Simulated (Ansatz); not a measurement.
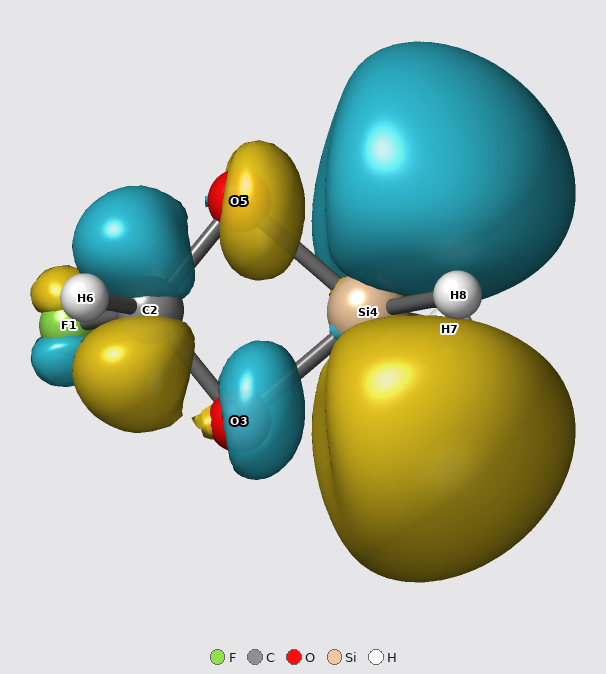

*CH₃FO₂Si (SMILES FC1O[SiH2]O1). The LUMO at ±0.08 Å⁻³ᐟ² (yellow and cyan are the two phases), seen from one side.*

Geometry: PBE0-D4/def2-TZVP.

All numbers below come from RKS PBE0-D4/def2-TZVPP in Ansatz 0.2.0.

```xyz
8

F    -0.6858    0.8517    1.7856
C     0.0210    0.8310    0.6367
O     0.8887   -0.2710    0.6149
Si    0.0391   -0.8429   -0.7081
O    -0.8226    0.5683   -0.4529
H     0.5450    1.7862    0.5478
H    -0.7038   -2.1067   -0.5110
H     0.8105   -0.8739   -1.9688
```

Q: What is the character of this orbital?

A: By Hirshfeld shares it lies mainly on Si4 (about 65 %), H7 (about 10 %) and H8 (about 10 %). Its energy is −0.85 eV.
